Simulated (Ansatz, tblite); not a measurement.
**Ge(vinyl)(NHMe)3 (C₅H₁₅GeN₃): a ladder of methods and basis sets**

Aim: run the singlet of Ge(vinyl)(NHMe)3 (C₅H₁₅GeN₃) at one geometry on many levels, and compare frontier levels, spin and run time.

Method: as each input shows; program: Ansatz 0.2.0, Gaussian basis.

Plan: GFN1-xTB, GFN2-xTB, PBE-D4/def2-TZVP, r2SCAN-D4/def2-TZVP, BHLYP-D4/def2-TZVP, HSE06-D4/def2-TZVP, PBE-D4/def2-SVP, PBE0-D4/def2-SVP, HF/6-31G, B3LYP-D4/6-31G, MP2/def2-SVP, RPA/def2-SVP.

2 further runs of the same task are left out: 2 set aside as unsound or not needed. Runs told in other sessions of the task aren't counted.

## (1) The geometry

The geometry is that of the singlet, from an earlier relaxation (r2SCAN-D4/def2-SVP).

24 atoms, charge 0, spin multiplicity 1.

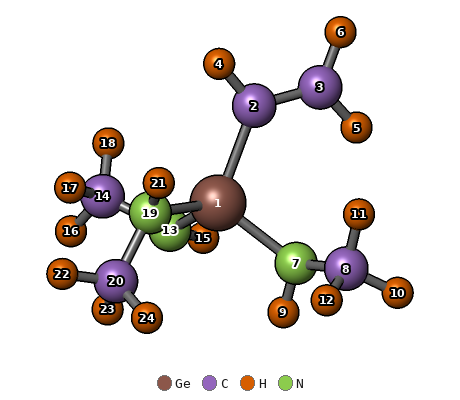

The structure; germanium brown, carbon purple, hydrogen orange, nitrogen green; atoms are numbered from 1 in the order of the file.

PBE0-D4/def2-TZVP was run before; its log isn't repeated, and its numbers join the tables.

## (2) GFN1-xTB

Tight binding, by tblite at 300 K electronic temperature and without a spin-polarisation term:

```python
tblite.interface.Calculator('GFN1-xTB', numbers, positions, charge=0, uhf=0).singlepoint()
```

Energy -812.1533 eV, HOMO -9.98 eV, LUMO -7.02 eV; 0.014 s.

## (3) GFN2-xTB

Tight binding, by tblite at 300 K electronic temperature and without a spin-polarisation term:

```python
tblite.interface.Calculator('GFN2-xTB', numbers, positions, charge=0, uhf=0).singlepoint()
```

Energy -788.8239 eV, HOMO -9.34 eV, LUMO -6.13 eV; 0.009 s.

## (4) PBE-D4/def2-TZVP

start.molden holds the orbitals of an earlier run on this state, given as this run's starting guess.

in.yaml

```yaml
crystal:
  periodic: [false, false, false]
  atoms:
    - {symbol: Ge, position_ang: [-0.033849, 0.108723, 0.154539]}
    - {symbol: C, position_ang: [-0.063566, 0.064721, 2.093628]}
    - {symbol: C, position_ang: [0.907515, 0.623975, 2.830442]}
    - {symbol: H, position_ang: [-0.916425, -0.405088, 2.602931]}
    - {symbol: H, position_ang: [1.770312, 1.107658, 2.355909]}
    - {symbol: H, position_ang: [0.884818, 0.624069, 3.927348]}
    - {symbol: N, position_ang: [1.719453, 0.299682, -0.363891]}
    - {symbol: C, position_ang: [2.718160, -0.703562, -0.047096]}
    - {symbol: H, position_ang: [1.802943, 0.641726, -1.319477]}
    - {symbol: H, position_ang: [3.739333, -0.290792, -0.136040]}
    - {symbol: H, position_ang: [2.598902, -1.027988, 0.999683]}
    - {symbol: H, position_ang: [2.676392, -1.618599, -0.675438]}
    - {symbol: N, position_ang: [-0.810366, 1.511251, -0.734504]}
    - {symbol: C, position_ang: [-2.235542, 1.762515, -0.627249]}
    - {symbol: H, position_ang: [-0.257370, 2.364757, -0.688631]}
    - {symbol: H, position_ang: [-2.600186, 2.352785, -1.487230]}
    - {symbol: H, position_ang: [-2.772202, 0.800491, -0.642248]}
    - {symbol: H, position_ang: [-2.544519, 2.295935, 0.295980]}
    - {symbol: N, position_ang: [-1.014685, -1.339871, -0.393036]}
    - {symbol: C, position_ang: [-1.112697, -1.695745, -1.794907]}
    - {symbol: H, position_ang: [-0.996250, -2.143812, 0.229097]}
    - {symbol: H, position_ang: [-2.043926, -2.252894, -2.004414]}
    - {symbol: H, position_ang: [-1.147801, -0.773347, -2.396988]}
    - {symbol: H, position_ang: [-0.268464, -2.306600, -2.178416]}
basis:
  gaussian: {orbitals: def2-TZVP, initial_orbitals: start.molden}
hamiltonian: {xc: pbe, dispersion: d4}
scf: {omitted_lower_state_checks: [starts]}
output: {orbitals: {seedname: orbitals}}
```

On the command line:

```bash
$ ansatz run in.yaml --threads 4 --pin off --events-out ev --progress --plain --max-ram 6963MiB
```

What it wrote:

```text
Functional definition: PBE
  name "PBE"
  cite "Perdew, Burke & Ernzerhof, Phys. Rev. Lett. 77, 3865 (1996) doi:10.1103/PhysRevLett.77.3865"
  parent pbe
  parameter kappa = 0.804
  parameter beta = 0.06672455060314922
  exchange = pbe_x(kappa = kappa, mu = beta*pi^2/3)
  correlation = pbe_c(beta = beta)
these checks for a lower state are left out or cut short: starts
2383 factors; their error is unknown
mean field evaluation 1: about -66399.9392 eV, gradient 1.4e1 eV
mean field evaluation 2: about -66400.1596 eV, gradient 2.4e-1 eV
mean field evaluation 4: about -66400.0772 eV, gradient 1.5e-3 eV
mean field -66400.07721680 eV, -2440.1578301287 hartree, gradient 2.0e-5 eV, S^2 0.000000; 0 other end points of the search recorded, 0 dependent functions left out
reference -66400.07727910 eV, -2440.1578324180 hartree; 49, 49 occupied and 337, 337 virtual orbitals, 2383 factors
Total energy: -66400.71506891 eV, -2440.1812707612 hartree
Checks for a lower state left out: starts
```

It took 6 s on 4 threads of Arm Neoverse V2, shared host; peak memory 0.83 GiB.

From the report: HOMO -4.80 eV, LUMO -1.37 eV.

## (5) r2SCAN-D4/def2-TZVP

Edit in.yaml of step 4 so:

```diff
@@ -29,3 +29,3 @@
   gaussian: {orbitals: def2-TZVP, initial_orbitals: start.molden}
-hamiltonian: {xc: pbe, dispersion: d4}
+hamiltonian: {xc: r2scan, dispersion: d4}
 scf: {omitted_lower_state_checks: [starts]}
```

Launched as before.

What it wrote:

```text
Functional definition: r2SCAN
  name "r2SCAN"
  cite "Furness, Kaplan, Ning, Perdew & Sun, J. Phys. Chem. Lett. 11, 8208 (2020) doi:10.1021/acs.jpclett.0c02405"
  cite "Furness, Kaplan, Ning, Perdew & Sun, J. Phys. Chem. Lett. 11, 9248 (2020) doi:10.1021/acs.jpclett.0c03077"
  parent r2scan
  parameter k0 = 0.174
  parameter k1 = 0.065
  parameter a1 = 4.9479
  exchange = r2scan_x(k0 = k0, k1 = k1, a1 = a1)
  correlation = r2scan_c
these checks for a lower state are left out or cut short: starts
2383 factors; their error is unknown
mean field evaluation 1: about -66415.5990 eV, gradient 8.1e0 eV
mean field evaluation 2: about -66415.6738 eV, gradient 8.8e-2 eV
mean field evaluation 4: about -66415.6074 eV, gradient 7.1e-4 eV
mean field -66415.60743427 eV, -2440.7285550937 hartree, gradient 1.4e-5 eV, S^2 0.000000; 0 other end points of the search recorded, 0 dependent functions left out
reference -66415.60745190 eV, -2440.7285557416 hartree; 49, 49 occupied and 337, 337 virtual orbitals, 2383 factors
Total energy: -66415.79043987 eV, -2440.7352804255 hartree
Checks for a lower state left out: starts
```

Wall time 12 s (4 threads of Arm Neoverse V2, shared host); peak memory 0.89 GiB.

Report: HOMO -5.06 eV, LUMO -1.18 eV.

## (6) BHLYP-D4/def2-TZVP

Edit in.yaml of step 5 so:

```diff
@@ -29,4 +29,4 @@
   gaussian: {orbitals: def2-TZVP, initial_orbitals: start.molden}
-hamiltonian: {xc: r2scan, dispersion: d4}
+hamiltonian: {xc: {name: BHLYP}, dispersion: d4}
 scf: {omitted_lower_state_checks: [starts]}
-output: {orbitals: {seedname: orbitals}}
+output: {forces: true, orbitals: {seedname: orbitals}}
```

The command is unchanged.

What it wrote:

```text
Functional definition: BHLYP
  name "BHLYP"
  cite "Becke, J. Chem. Phys. 98, 1372 (1993) doi:10.1063/1.464304"
  cite "Becke, Phys. Rev. A 38, 3098 (1988) doi:10.1103/PhysRevA.38.3098"
  cite "Lee, Yang & Parr, Phys. Rev. B 37, 785 (1988) doi:10.1103/PhysRevB.37.785"
  parameter a = 0.5
  exchange = (1 - a)*b88_x + a*exact_x
  correlation = lyp_c
these checks for a lower state are left out or cut short: starts
2732 factors; their error is unknown
mean field evaluation 1: about -66414.2522 eV, gradient 1.2e1 eV
mean field evaluation 2: about -66414.4268 eV, gradient 2.0e-1 eV
mean field evaluation 4: about -66414.9899 eV, gradient 8.1e-4 eV
mean field -66414.98987011 eV, -2440.7058600297 hartree, gradient 2.1e-5 eV, S^2 0.000000; 0 other end points of the search recorded, 0 dependent functions left out
the calculation of the forces begins
reference -66414.99013453 eV, -2440.7058697469 hartree; 49, 49 occupied and 337, 337 virtual orbitals, 2732 factors
Total energy: -66415.75309706 eV, -2440.7339081027 hartree
Atom 0 at    -0.033849     0.108723     0.154539 Å, force    -0.022614     0.064727    -0.186584 eV/Å
Atom 1 at    -0.063566     0.064721     2.093628 Å, force     0.375368     0.290655     0.892351 eV/Å
Atom 2 at     0.907515     0.623975     2.830442 Å, force    -0.427646    -0.251193    -0.334119 eV/Å
Atom 3 at    -0.916425    -0.405088     2.602931 Å, force     0.552409     0.297447    -0.286830 eV/Å
Atom 4 at     1.770312     1.107658     2.355909 Å, force    -0.546164    -0.304309     0.320234 eV/Å
Atom 5 at     0.884818     0.624069     3.927348 Å, force     0.009417    -0.006038    -0.687822 eV/Å
Atom 6 at     1.719453     0.299682    -0.363891 Å, force    -0.010123    -0.039009    -0.601700 eV/Å
Atom 7 at     2.718160    -0.703562    -0.047096 Å, force     0.381173    -0.353418     0.178269 eV/Å
Atom 8 at     1.802943     0.641726    -1.319477 Å, force    -0.035807    -0.271883     0.690987 eV/Å
Atom 9 at     3.739333    -0.290792    -0.136040 Å, force    -0.593224    -0.191510     0.027419 eV/Å
Atom 10 at     2.598902    -1.027988     0.999683 Å, force     0.055131     0.188051    -0.582965 eV/Å
Atom 11 at     2.676392    -1.618599    -0.675438 Å, force    -0.038553     0.568066     0.327202 eV/Å
Atom 12 at    -0.810366     1.511251    -0.734504 Å, force     0.268020     0.509315     0.241348 eV/Å
Atom 13 at    -2.235542     1.762515    -0.627249 Å, force    -0.522817     0.019767    -0.012066 eV/Å
Atom 14 at    -0.257370     2.364757    -0.688631 Å, force    -0.436636    -0.599223    -0.030745 eV/Å
Atom 15 at    -2.600186     2.352785    -1.487230 Å, force     0.244603    -0.322897     0.469193 eV/Å
Atom 16 at    -2.772202     0.800491    -0.642248 Å, force     0.293286     0.540713     0.000837 eV/Å
Atom 17 at    -2.544519     2.295935     0.295980 Å, force     0.249961    -0.305481    -0.506600 eV/Å
Atom 18 at    -1.014685    -1.339871    -0.393036 Å, force     0.215820    -0.487837     0.301247 eV/Å
Atom 19 at    -1.112697    -1.695745    -1.794907 Å, force    -0.083198    -0.068587    -0.516815 eV/Å
Atom 20 at    -0.996250    -2.143812     0.229097 Å, force    -0.002073     0.566370    -0.489740 eV/Å
Atom 21 at    -2.043926    -2.252894    -2.004414 Å, force     0.512742     0.309469     0.165383 eV/Å
Atom 22 at    -1.147801    -0.773347    -2.396988 Å, force     0.019678    -0.517257     0.327468 eV/Å
Atom 23 at    -0.268464    -2.306600    -2.178416 Å, force    -0.458752     0.364061     0.294047 eV/Å
Dipole moment:     0.086038    -0.090778     0.065503 e Å
Checks for a lower state left out: starts
```

It took 21 s on 4 threads of Arm Neoverse V2, shared host; peak memory 1.8 GiB.

From the report: HOMO -7.47 eV, LUMO 0.67 eV.

## (7) HSE06-D4/def2-TZVP

Edit in.yaml of step 6 so:

```diff
@@ -29,4 +29,4 @@
   gaussian: {orbitals: def2-TZVP, initial_orbitals: start.molden}
-hamiltonian: {xc: {name: BHLYP}, dispersion: d4}
+hamiltonian: {xc: hse06, dispersion: d4}
 scf: {omitted_lower_state_checks: [starts]}
-output: {forces: true, orbitals: {seedname: orbitals}}
+output: {orbitals: {seedname: orbitals}}
```

Same command.

What it wrote:

```text
Functional definition: HSE06
  name "HSE06"
  cite "Heyd, Scuseria & Ernzerhof, J. Chem. Phys. 118, 8207 (2003) doi:10.1063/1.1564060"
  cite "Krukau, Vydrov, Izmaylov & Scuseria, J. Chem. Phys. 125, 224106 (2006) doi:10.1063/1.2404663"
  cite "Heyd & Scuseria, J. Chem. Phys. 120, 7274 (2004) doi:10.1063/1.1668634"
  cite "Ernzerhof & Perdew, J. Chem. Phys. 109, 3313 (1998) doi:10.1063/1.476928"
  cite "Perdew, Burke & Ernzerhof, Phys. Rev. Lett. 77, 3865 (1996) doi:10.1103/PhysRevLett.77.3865"
  parent pbe
  parameter a = 0.25
  parameter omega = 0.11/bohr
  # The whole range is PBE's own exchange, as in plane waves. The composition of these papers is wPBEh.
  exchange = pbe_x - a*pbe_x_sr(omega) + a*exact_x_sr(omega)
  correlation = pbe_c
these checks for a lower state are left out or cut short: starts
2426 factors; their error is unknown
178 factors; integrals over basis functions are off by at most 2.5e-7 eV
mean field evaluation 1: about -66401.9457 eV, gradient 8.6e-1 eV
mean field evaluation 2: about -66401.9466 eV, gradient 9.8e-4 eV
mean field evaluation 4: about -66402.1845 eV, gradient 4.1e-4 eV
mean field -66402.18446942 eV, -2440.2352702339 hartree, gradient 1.4e-5 eV, S^2 0.000000; 0 other end points of the search recorded, 0 dependent functions left out
reference -66402.18452999 eV, -2440.2352724599 hartree; 49, 49 occupied and 337, 337 virtual orbitals, 2426 factors
Total energy: -66402.70087408 eV, -2440.2542477552 hartree
Checks for a lower state left out: starts
```

Wall time 14 s (4 threads of Arm Neoverse V2, shared host); peak memory 1.8 GiB.

From the report: HOMO -5.76 eV, LUMO -0.78 eV.

## (8) PBE-D4/def2-SVP

Edit in.yaml of step 7 so:

```diff
@@ -28,4 +28,4 @@
 basis:
-  gaussian: {orbitals: def2-TZVP, initial_orbitals: start.molden}
-hamiltonian: {xc: hse06, dispersion: d4}
+  gaussian: {orbitals: def2-SVP, initial_orbitals: start.molden}
+hamiltonian: {xc: pbe, dispersion: d4}
 scf: {omitted_lower_state_checks: [starts]}
```

Same command.

What it wrote:

```text
Functional definition: PBE
  name "PBE"
  cite "Perdew, Burke & Ernzerhof, Phys. Rev. Lett. 77, 3865 (1996) doi:10.1103/PhysRevLett.77.3865"
  parent pbe
  parameter kappa = 0.804
  parameter beta = 0.06672455060314922
  exchange = pbe_x(kappa = kappa, mu = beta*pi^2/3)
  correlation = pbe_c(beta = beta)
these checks for a lower state are left out or cut short: starts
2527 factors; their error is unknown
mean field evaluation 1: about -66381.4496 eV, gradient 1.3e1 eV
mean field evaluation 2: about -66381.9118 eV, gradient 3.5e-1 eV
mean field evaluation 4: about -66381.7700 eV, gradient 1.2e-3 eV
mean field -66381.76997823 eV, -2439.4850515202 hartree, gradient 1.3e-5 eV, S^2 0.000000; 0 other end points of the search recorded, 0 dependent functions left out
reference -66381.77002595 eV, -2439.4850532738 hartree; 49, 49 occupied and 170, 170 virtual orbitals, 2527 factors
Total energy: -66382.40781576 eV, -2439.5084916169 hartree
Checks for a lower state left out: starts
```

It took 3.2 s on 4 threads of Arm Neoverse V2, shared host.

From the report: HOMO -4.56 eV, LUMO -1.14 eV.

(Part 1 of 2 ends here.)
